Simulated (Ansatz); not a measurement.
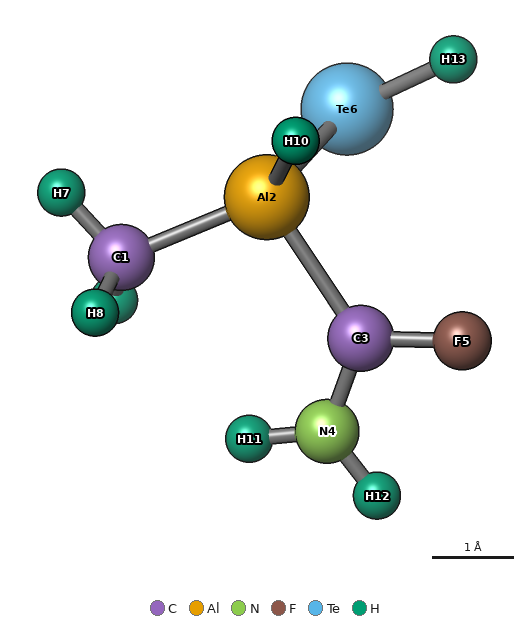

The input geometry (ball-and-stick view, seen at a tilt; atoms are numbered from 1 in the order of the input). Sticks mark near contacts.

Run report: C$_{2}$H$_{7}$AlFNTe, nudged elastic band

- system: C$_{2}$H$_{7}$AlFNTe
- method: RKS BHLYP/def2-SVP (Ansatz 0.2.0)

It belongs to a series of runs on one base structure; here: band between the two ends. Figures and captions count atoms from 1; the log counts them from 0 in places.

**What the program printed**
```
Engine: ansatz 0.2.0, x86_64-unknown-linux-gnu
Functional definition: BHLYP
  parameter a = 0.5
  exchange = (1 - a)*b88_x + a*exact_x
  correlation = lyp_c
1562 factors; integrals over basis functions are off by at most 3.5e-4 eV
mean field evaluation 1: about -20268.5135 eV, gradient 4.8e1 eV
mean field evaluation 2: about -20269.5122 eV, gradient 4.2e1 eV
mean field evaluation 4: about -20273.5851 eV, gradient 2.0e0 eV
mean field evaluation 8: about -20273.6815 eV, gradient 1.1e-1 eV
mean field evaluation 16: about -20273.6815 eV, gradient 6.9e-5 eV
mean field -20273.68153993 eV, -745.0440545976 hartree, gradient 6.9e-5 eV, S^2 0.000000; 0 other end points of the search recorded, 0 dependent functions left out
the calculation of the forces begins
reference -20273.68173317 eV, -745.0440616991 hartree; 36, 36 occupied and 99, 99 virtual orbitals, 1562 factors
1562 factors; integrals over basis functions are off by at most 8.1e-4 eV
mean field evaluation 32: about -20273.6815 eV, gradient 6.7e-5 eV
mean field -20273.68149033 eV, -745.0440527749 hartree, gradient 6.9e-5 eV, S^2 0.000000; 0 other end points of the search recorded, 0 dependent functions left out
[... from here on the field's lines of each further geometry are left out, up to the last ...]
NEB iter   1: max|band force component| = 5.825e-1 eV/Å  barrier→ = 0.1161 eV  barrier← = 0.1160 eV  Δτ_max = 0.1189 Å  (260 SCF iters)
NEB iter   2: max|band force component| = 2.358e-1 eV/Å  barrier→ = 0.0527 eV  barrier← = 0.0527 eV  CI = image 4  Δτ_max = 0.1010 Å  (235 SCF iters)
NEB iter   3: max|band force component| = 1.042e-1 eV/Å  barrier→ = 0.0465 eV  barrier← = 0.0465 eV  CI = image 4  Δτ_max = 0.0678 Å  (237 SCF iters)
NEB iter   4: max|band force component| = 8.928e-2 eV/Å  barrier→ = 0.0433 eV  barrier← = 0.0433 eV  CI = image 4  Δτ_max = 0.0253 Å  (226 SCF iters)
NEB iter   5: max|band force component| = 5.549e-2 eV/Å  barrier→ = 0.0428 eV  barrier← = 0.0427 eV  CI = image 4  Δτ_max = 0.0423 Å  (210 SCF iters)
the calculation of the forces begins
reference -20273.67512649 eV, -745.0438189081 hartree; 36, 36 occupied and 99, 99 virtual orbitals, 1562 factors
1562 factors; integrals over basis functions are off by at most 4.4e-4 eV
mean field evaluation 512: about -20273.6391 eV, gradient 9.9e-4 eV
mean field -20273.63911628 eV, -745.0424955571 hartree, gradient 1.8e-5 eV, S^2 0.000000; 1 other end points of the search recorded, 0 dependent functions left out
the calculation of the forces begins
reference -20273.63930821 eV, -745.0425026103 hartree; 36, 36 occupied and 99, 99 virtual orbitals, 1562 factors
NEB iter   6: max|band force component| = 4.355e-2 eV/Å  barrier→ = 0.0424 eV  barrier← = 0.0424 eV  CI = image 4  Δτ_max = 0.0000 Å  (416 SCF iters)
```

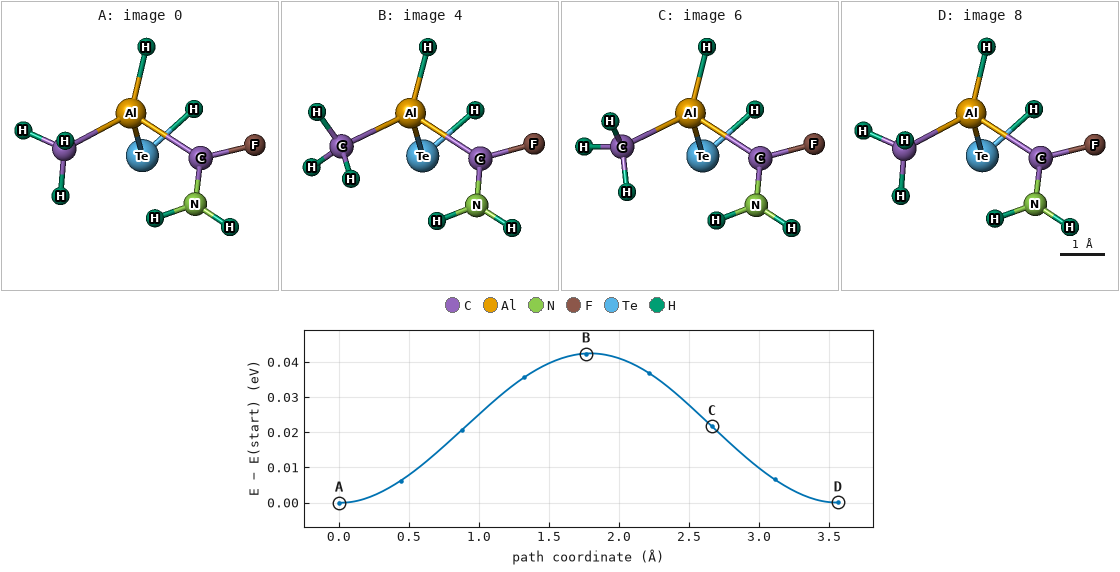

Images of the last band (counted from 0; ball-and-stick, seen at a tilt) above the energy along the path; the line is a cubic interpolation that uses the forces. The highest image is number 4, 0.042 eV above the start and 0.042 eV above the end (the climbing image); start and end have the same energy. The path is 3.56 Å long. The band converged in 6 iterations.

```
Total energy: -20273.63930821 eV, -745.0425026103 hartree
Atom 0 at    -0.215058    -1.510124     1.194533 Å, force     0.012094     0.017513    -0.015336 eV/Å
Atom 1 at     0.740516     0.170506     0.741409 Å, force    -0.007609    -0.008633    -0.003618 eV/Å
Atom 2 at     0.247975     0.484518    -1.278556 Å, force     0.018080    -0.023468     0.024997 eV/Å
Atom 3 at    -0.695753    -0.113692    -1.932024 Å, force    -0.009318     0.005197    -0.000471 eV/Å
Atom 4 at     0.825449     1.397868    -1.997095 Å, force    -0.000277     0.013840    -0.015862 eV/Å
Atom 5 at    -0.523619     2.267366     1.670695 Å, force    -0.002314     0.006023     0.007075 eV/Å
Atom 6 at     0.497282    -2.263460     1.548918 Å, force     0.004971    -0.003488     0.009159 eV/Å
Atom 7 at    -0.756668    -1.983188     0.363366 Å, force    -0.004713    -0.004764    -0.008540 eV/Å
Atom 8 at    -0.946441    -1.364805     1.996128 Å, force    -0.005785    -0.001916     0.010481 eV/Å
Atom 9 at     2.320403     0.250881     0.761627 Å, force    -0.001357    -0.001047    -0.000837 eV/Å
Atom 10 at    -1.215568    -0.843253    -1.469587 Å, force    -0.004366    -0.000085    -0.003005 eV/Å
Atom 11 at    -0.957428     0.157718    -2.871139 Å, force     0.002997     0.002505     0.001100 eV/Å
Atom 12 at     0.699409     3.314965     1.286627 Å, force    -0.002404    -0.001677    -0.005143 eV/Å
Dipole moment:    -0.504565    -0.613102    -1.299641 e Å
this run last wrote the band of iteration 6 to [file]
```

**The last band as extended XYZ (Å, eV, eV/Å)**
```
13
Properties=species:S:1:pos:R:3:forces:R:3 image=0 energy=-20273.68154
C    -0.1098   -1.6187    0.9556   -0.0003  -0.0087   0.0010
Al    0.9338    0.0120    0.5425   -0.0008   0.0005  -0.0014
C    -0.0207    0.6596   -1.2144    0.0010  -0.0036   0.0063
N    -1.1486    0.1960   -1.6488   -0.0018   0.0016  -0.0025
F     0.4125    1.6377   -1.9488    0.0001   0.0012  -0.0030
Te    0.2120    2.0121    2.0670    0.0017   0.0005  -0.0006
H     0.2587   -2.0833    1.8774   -0.0044   0.0033  -0.0071
H    -0.0207   -2.3830    0.1722   -0.0016   0.0056   0.0064
H    -1.1795   -1.4323    1.1231    0.0060  -0.0028  -0.0005
H     2.4665   -0.0673    0.1595   -0.0002   0.0008   0.0007
H    -1.5799   -0.5686   -1.1523    0.0006   0.0001   0.0003
H    -1.6286    0.6015   -2.4422    0.0002   0.0003   0.0000
H     1.4249    2.9994    1.5241   -0.0005   0.0011   0.0005
13
Properties=species:S:1:pos:R:3:forces:R:3 image=1 energy=-20273.67531
C    -0.1321   -1.5890    1.0166    0.0024  -0.0007  -0.0014
Al    0.8936    0.0529    0.5976   -0.0009  -0.0030   0.0004
C     0.0399    0.6158   -1.2382    0.0000   0.0012   0.0005
N    -1.0465    0.1137   -1.7315   -0.0116  -0.0053  -0.0015
F     0.5031    1.5776   -1.9762   -0.0022   0.0005   0.0006
Te    0.0296    2.0873    1.9973    0.0042   0.0016   0.0035
H     0.3618   -2.1441    1.8222   -0.0077   0.0069   0.0095
H    -0.1924   -2.2858    0.1692    0.0135  -0.0049   0.0000
H    -1.1546   -1.3948    1.3634   -0.0059  -0.0001  -0.0146
H     2.4478    0.0010    0.3076    0.0008  -0.0001  -0.0025
H    -1.4962   -0.6437   -1.2404    0.0033   0.0007   0.0048
H    -1.4786    0.4810   -2.5698    0.0028   0.0045   0.0016
H     1.2452    3.0935    1.4971    0.0013  -0.0013  -0.0011
13
Properties=species:S:1:pos:R:3:forces:R:3 image=2 energy=-20273.66073
C    -0.1554   -1.5655    1.0801    0.0044   0.0030  -0.0053
Al    0.8464    0.0901    0.6479   -0.0002  -0.0079  -0.0012
C     0.1044    0.5738   -1.2581   -0.0028   0.0055   0.0068
N    -0.9387    0.0419   -1.8102   -0.0187  -0.0119  -0.0046
F     0.6042    1.5219   -1.9900   -0.0014   0.0005  -0.0029
Te   -0.1558    2.1523    1.9088    0.0061   0.0034   0.0061
H     0.4436   -2.1951    1.7477   -0.0054   0.0065   0.0200
H    -0.3737   -2.1942    0.2053    0.0180  -0.0092  -0.0066
H    -1.1038   -1.3807    1.5971   -0.0124   0.0011  -0.0165
H     2.4164    0.0751    0.4538    0.0010   0.0000  -0.0027
H    -1.4113   -0.7084   -1.3299    0.0040   0.0019   0.0071
H    -1.3173    0.3788   -2.6862    0.0066   0.0086   0.0022
H     1.0615    3.1754    1.4485    0.0009  -0.0016  -0.0025
13
Properties=species:S:1:pos:R:3:forces:R:3 image=3 energy=-20273.64591
C    -0.1828   -1.5409    1.1398    0.0071   0.0127  -0.0106
Al    0.7955    0.1282    0.6958    0.0021  -0.0181  -0.0020
C     0.1761    0.5287   -1.2728   -0.0207   0.0187   0.0253
N    -0.8219   -0.0312   -1.8779   -0.0055  -0.0148  -0.0069
F     0.7123    1.4640   -1.9952    0.0074  -0.0006  -0.0151
Te   -0.3420    2.2109    1.8004    0.0075   0.0037   0.0027
H     0.4894   -2.2364    1.6546    0.0020   0.0002   0.0218
H    -0.5643   -2.0956    0.2709    0.0109  -0.0107  -0.0133
H    -1.0327   -1.3724    1.8094   -0.0128   0.0003  -0.0043
H     2.3747    0.1588    0.6057    0.0009  -0.0001   0.0006
H    -1.3171   -0.7734   -1.4084   -0.0012   0.0020   0.0028
H    -1.1450    0.2776   -2.7859    0.0046   0.0074   0.0020
H     0.8784    3.2470    1.3786   -0.0023  -0.0005  -0.0029
13
Properties=species:S:1:pos:R:3:forces:R:3 image=4 energy=-20273.63912
C    -0.2151   -1.5101    1.1945    0.0121   0.0175  -0.0153
Al    0.7405    0.1705    0.7414   -0.0076  -0.0086  -0.0036
C     0.2480    0.4845   -1.2786    0.0181  -0.0235   0.0250
N    -0.6958   -0.1137   -1.9320   -0.0093   0.0052  -0.0005
F     0.8254    1.3979   -1.9971   -0.0003   0.0138  -0.0159
Te   -0.5236    2.2674    1.6707   -0.0023   0.0060   0.0071
H     0.4973   -2.2635    1.5489    0.0050  -0.0035   0.0092
H    -0.7567   -1.9832    0.3634   -0.0047  -0.0048  -0.0085
H    -0.9464   -1.3648    1.9961   -0.0058  -0.0019   0.0105
H     2.3204    0.2509    0.7616   -0.0014  -0.0010  -0.0008
H    -1.2156   -0.8433   -1.4696   -0.0044  -0.0001  -0.0030
H    -0.9574    0.1577   -2.8711    0.0030   0.0025   0.0011
H     0.6994    3.3150    1.2866   -0.0024  -0.0017  -0.0051
13
Properties=species:S:1:pos:R:3:forces:R:3 image=5 energy=-20273.64464
C    -0.2539   -1.4661    1.2392    0.0011   0.0169  -0.0078
Al    0.6843    0.2213    0.7813    0.0023  -0.0129  -0.0030
C     0.3277    0.4334   -1.2798   -0.0214   0.0047   0.0284
N    -0.5593   -0.2139   -1.9654    0.0110  -0.0028  -0.0029
F     0.9235    1.3363   -1.9966    0.0149   0.0036  -0.0183
Te   -0.6969    2.3207    1.5224   -0.0007  -0.0003  -0.0020
H     0.4640   -2.2723    1.4266    0.0057  -0.0089  -0.0095
H    -0.9505   -1.8453    0.4785   -0.0155   0.0029  -0.0037
H    -0.8469   -1.3520    2.1527    0.0101  -0.0040   0.0213
H     2.2553    0.3504    0.9142   -0.0015   0.0008   0.0054
H    -1.0878   -0.9398   -1.5072   -0.0040  -0.0015  -0.0048
H    -0.7699    0.0162   -2.9281    0.0030   0.0004   0.0012
H     0.5310    3.3762    1.1770   -0.0050   0.0013  -0.0043
13
Properties=species:S:1:pos:R:3:forces:R:3 image=6 energy=-20273.65980
C    -0.2953   -1.4151    1.2710   -0.0041   0.0113   0.0013
Al    0.6262    0.2789    0.8152    0.0086  -0.0045  -0.0030
C     0.3991    0.3880   -1.2717   -0.0111   0.0019   0.0143
N    -0.4216   -0.3226   -1.9768    0.0012  -0.0091  -0.0036
F     1.0111    1.2741   -1.9959    0.0125   0.0029  -0.0094
Te   -0.8546    2.3667    1.3724   -0.0088  -0.0014  -0.0010
H     0.4014   -2.2611    1.2867   -0.0009  -0.0058  -0.0205
H    -1.1242   -1.6944    0.6056   -0.0186   0.0092   0.0011
H    -0.7364   -1.3527    2.2719    0.0187  -0.0059   0.0183
H     2.1804    0.4550    1.0507   -0.0022   0.0007   0.0047
H    -0.9554   -1.0430   -1.5159    0.0006  -0.0013  -0.0006
H    -0.5781   -0.1477   -2.9612    0.0065   0.0024   0.0025
H     0.3680    3.4393    1.0630   -0.0025  -0.0004  -0.0039
13
Properties=species:S:1:pos:R:3:forces:R:3 image=7 energy=-20273.67493
C    -0.3385   -1.3612    1.2905   -0.0004   0.0076   0.0008
Al    0.5705    0.3393    0.8421    0.0087  -0.0031   0.0013
C     0.4695    0.3446   -1.2569   -0.0423   0.0212   0.0099
N    -0.2857   -0.4306   -1.9674    0.0261  -0.0026   0.0051
F     1.0893    1.2164   -1.9917    0.0209  -0.0037  -0.0126
Te   -1.0018    2.3985    1.2268    0.0028  -0.0078  -0.0050
H     0.3099   -2.2313    1.1318   -0.0024  -0.0025  -0.0154
H    -1.2723   -1.5396    0.7396   -0.0153   0.0062   0.0000
H    -0.6201   -1.3722    2.3493    0.0140  -0.0060   0.0138
H     2.1023    0.5631    1.1667   -0.0026   0.0003   0.0063
H    -0.8191   -1.1464   -1.4986   -0.0029  -0.0048  -0.0052
H    -0.3895   -0.3120   -2.9671   -0.0035  -0.0048   0.0024
H     0.2059    3.4967    0.9500   -0.0031   0.0000  -0.0013
13
Properties=species:S:1:pos:R:3:forces:R:3 image=8 energy=-20273.68149
C    -0.2723   -1.4073    1.2214   -0.0010  -0.0060   0.0023
Al    0.7188    0.2455    0.7673   -0.0088  -0.0019   0.0008
C     0.3063    0.4047   -1.2875    0.0139  -0.0079  -0.0037
N    -0.5976   -0.2822   -1.9095    0.0004   0.0027   0.0135
F     0.8786    1.2675   -2.0700   -0.0077   0.0009   0.0029
Te   -0.5952    2.3738    1.5353   -0.0006  -0.0002   0.0007
H     0.1189   -2.2888    0.6964   -0.0022   0.0055   0.0029
H    -1.3509   -1.3488    1.0208    0.0041  -0.0006   0.0008
H    -0.1817   -1.6246    2.2919    0.0014   0.0022  -0.0088
H     2.2960    0.3132    0.8647   -0.0001   0.0013   0.0005
H    -1.1079   -0.9842   -1.3956   -0.0003   0.0014  -0.0088
H    -0.8353   -0.1090   -2.8778   -0.0022  -0.0007  -0.0014
H     0.6428    3.4055    1.1574    0.0032   0.0031  -0.0016
```

This output came from the following input.

**The input**
```yaml
crystal:
  periodic: [false, false, false]
  atoms:
    - { symbol: C, position_ang: [-0.109844, -1.61869, 0.955638] }
    - { symbol: Al, position_ang: [0.933793, 0.011998, 0.542477] }
    - { symbol: C, position_ang: [-0.020725, 0.659568, -1.214378] }
    - { symbol: "N", position_ang: [-1.148603, 0.196024, -1.648809] }
    - { symbol: F, position_ang: [0.412509, 1.637715, -1.948821] }
    - { symbol: Te, position_ang: [0.211987, 2.012113, 2.067016] }
    - { symbol: H, position_ang: [0.258718, -2.083266, 1.877447] }
    - { symbol: H, position_ang: [-0.020748, -2.383006, 0.172167] }
    - { symbol: H, position_ang: [-1.179466, -1.432289, 1.12309] }
    - { symbol: H, position_ang: [2.466465, -0.067255, 0.159475] }
    - { symbol: H, position_ang: [-1.579914, -0.568609, -1.152346] }
    - { symbol: H, position_ang: [-1.628588, 0.601546, -2.442189] }
    - { symbol: H, position_ang: [1.424916, 2.99945, 1.524133] }
basis:
  gaussian: { orbitals: def2-SVP }
hamiltonian:
  xc: { name: BHLYP }
neb:
  order_check: false
  images: 7
  f_tol: 0.05
  max_iterations: 19
  initial_path: idpp
  final_atoms:
    - { symbol: C, position_ang: [-0.14603909, -1.5926054, 0.99481888] }
    - { symbol: Al, position_ang: [0.89993561, 0.04055226, 0.59611155] }
    - { symbol: C, position_ang: [0.0467087, 0.62229071, -1.23445282] }
    - { symbol: "N", position_ang: [-1.05009241, 0.13547617, -1.72007154] }
    - { symbol: F, position_ang: [0.52004434, 1.57606669, -1.97648182] }
    - { symbol: Te, position_ang: [0.05619032, 2.07035871, 2.01535197] }
    - { symbol: H, position_ang: [0.00801342, -2.3823023, 0.24763476] }
    - { symbol: H, position_ang: [-1.22737756, -1.41862312, 1.08088239] }
    - { symbol: H, position_ang: [0.1627848, -2.01818761, 1.95654489] }
    - { symbol: H, position_ang: [2.45399195, -0.02609551, 0.30944585] }
    - { symbol: H, position_ang: [-1.50671056, -0.61365155, -1.22236791] }
    - { symbol: H, position_ang: [-1.48261056, 0.50885254, -2.55534044] }
    - { symbol: H, position_ang: [1.28566104, 3.06316743, 1.52282424] }
```

Launched with:
```bash
ansatz run input.yaml --threads 2 --pin off --max-ram 3072MiB --backend cpu --events-out ev --progress --plain --runs-dir out
```

**Summary**

```json
{"quantity": "outcome", "value": "converged"}
{"quantity": "barrier, forward", "value": "0.042 eV"}
{"quantity": "barrier, backward", "value": "0.042 eV"}
{"quantity": "hardware", "value": "2 threads of AMD EPYC (Zen 3), 16 GiB of memory available, shared host"}
{"quantity": "wall time", "value": "6.1 min (CPU time 12 min)"}
{"quantity": "peak memory", "value": "0.43 GiB"}
```

**Remarks**

The order of the saddle point was not checked.
